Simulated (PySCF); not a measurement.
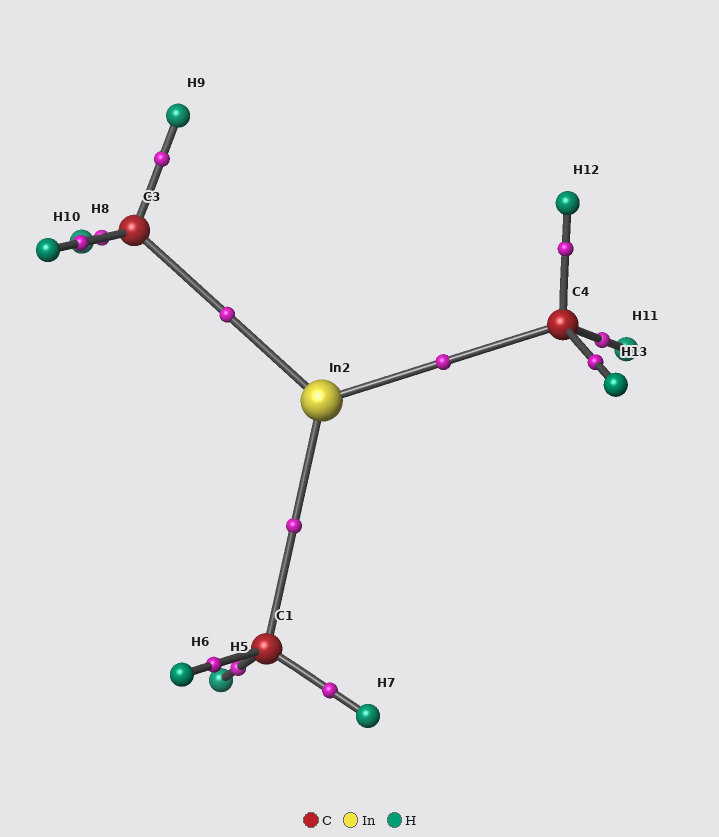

Figure 1: C3H9In, SMILES `C[In](C)C`. Molecular graph of the electron density (QTAIM): bond paths, bond critical points (magenta), ring points (cyan, if any); weak paths are dashed.

Computed with PySCF, PBE0/def2-SVPD, geometry: GFN2-xTB. Core potentials replace the inner electrons of In; spin–orbit coupling isn't included. No frequency check shows the geometry to be a minimum. GFN2-xTB bond lengths at metals and heavier atoms can be off by up to 0.1 Å and shapes distorted, which carries into these values.

> How many critical points of each kind are there, and does the count close?

13 nuclei, 12 bond, 0 ring and 0 cage critical points: 13 − 12 + 0 − 0 = 1, as the Poincaré–Hopf relation requires.

> What does the calculation give at each kind of bond critical point?

| bond | length (Å) | ρ (a.u.) | ∇²ρ (a.u.) | ε | H (a.u.) |
| --- | --- | --- | --- | --- | --- |
| C3–H9 | 1.089 | 0.271 | −0.96 | 0.03 | −0.289 |
| C4–H12 | 1.089 | 0.271 | −0.96 | 0.03 | −0.289 |
| C1–H7 | 1.089 | 0.271 | −0.96 | 0.03 | −0.289 |
| C4–H13 | 1.090 | 0.270 | −0.95 | 0.03 | −0.287 |
| C3–H10 | 1.090 | 0.270 | −0.95 | 0.03 | −0.287 |
| C1–H6 | 1.090 | 0.269 | −0.95 | 0.03 | −0.287 |
| C3–H8 | 1.090 | 0.269 | −0.95 | 0.03 | −0.287 |
| C1–H5 | 1.090 | 0.269 | −0.95 | 0.03 | −0.287 |
| C4–H11 | 1.090 | 0.269 | −0.95 | 0.03 | −0.286 |
| C1–In2 | 2.243 | 0.083 | +0.15 | 0.02 | −0.026 |
| In2–C3 | 2.243 | 0.083 | +0.15 | 0.02 | −0.025 |
| In2–C4 | 2.243 | 0.083 | +0.15 | 0.02 | −0.025 |

> What kind of interaction is C4–H12?

Shared-shell (covalent): ρ = 0.271, ∇²ρ = −0.96, H = −0.289 a.u.
